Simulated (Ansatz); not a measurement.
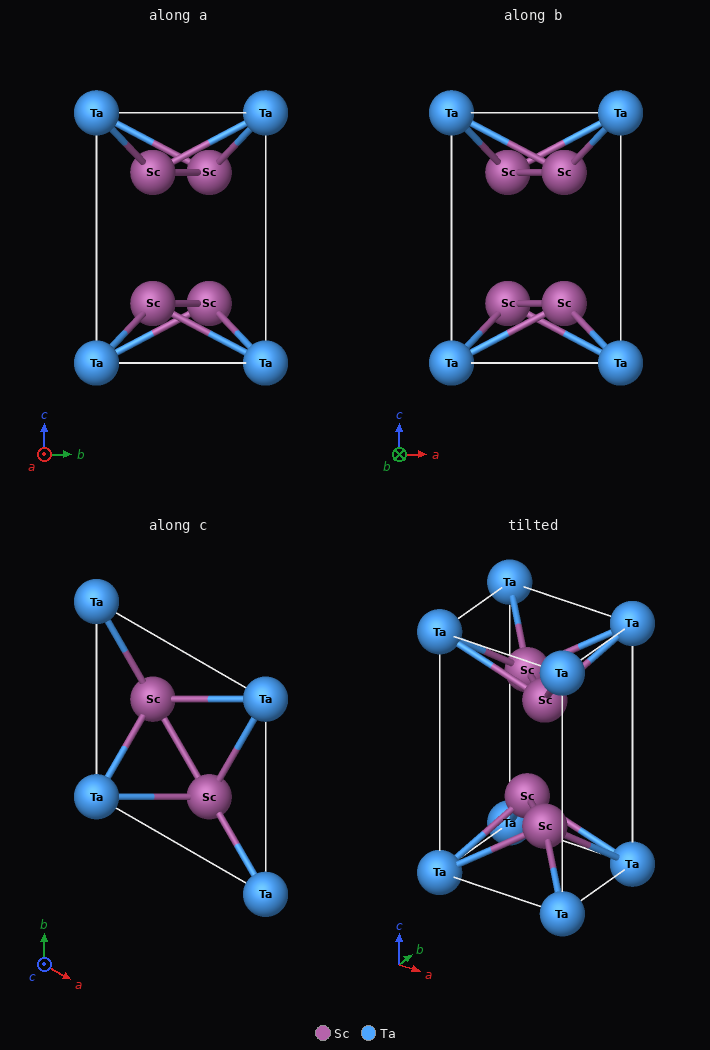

Crystal structure, ball-and-stick style, seen along the a axis, along the b axis, along the c axis and slightly off an axis. The conventional unit cell is drawn as a box.

Lattice parameters: a = 4.8477 Å, b = 4.8477 Å, c = 6.2129 Å, α = 90.000°, β = 90.000°, γ = 120.000°.

Question: Record the structure as a CIF with its space group and independent sites, with free fractional coordinates to two decimals.

Answer:
```cif
data_structure
_symmetry_space_group_name_H-M 'P 6/m m m'
_symmetry_Int_Tables_number 191
_cell_length_a 4.8477
_cell_length_b 4.8477
_cell_length_c 6.2129
_cell_angle_alpha 90.000
_cell_angle_beta 90.000
_cell_angle_gamma 120.000
_cell_volume 126.44
loop_
_atom_site_label
_atom_site_type_symbol
_atom_site_symmetry_multiplicity
_atom_site_Wyckoff_symbol
_atom_site_fract_x
_atom_site_fract_y
_atom_site_fract_z
_atom_site_occupancy
Sc1 Sc 4 h 0.3333 0.6667 0.76 1
Ta1 Ta 1 a 0.00 0.00 0.00 1
```

Origin of the cell: a random cell made by a generator, so it need not be a real form of the compound. Earlier steps of the study may have refined or changed the cell and positions. Ansatz was used for an electronic-structure calculation on it.
